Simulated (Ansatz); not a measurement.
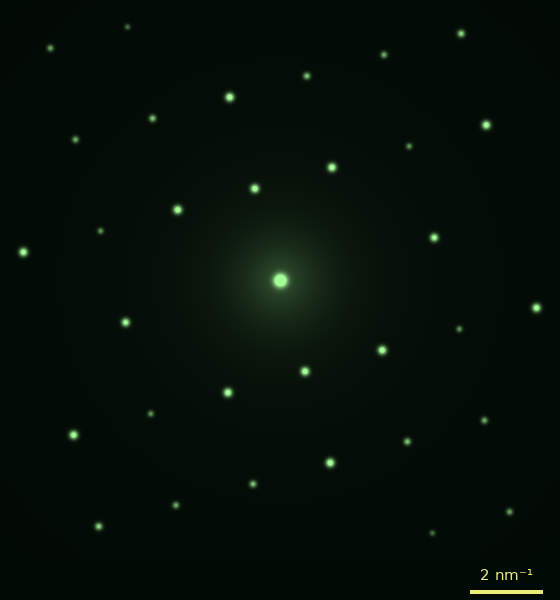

Computed electron diffraction pattern, 200 kV, single scattering only, B = 0.8 Å².

Phase: Ga, space group Cmce (No. 64), a = 4.414 Å, b = 7.494 Å, c = 4.440 Å. Structure: the geometry relaxed with DFT LDA, scalar-relativistic, plane waves, PAW (Ansatz).

```csv
atom,site,symmetry,x,y,z
Ga,8f,m..,0.5000,0.1560,0.5841
```

Determine the zone axis from the geometry of the pattern.

The spots form a rectangular net whose two shortest vectors correspond to d = 4.44 Å and 3.75 Å, 90.0° apart. They index as 0 0 1 (itself extinct) and 0 2 0, so the zone axis is ±[100]. The zone [110] gives nearly the same net, so geometry alone does not settle it; this pattern was computed for [100].
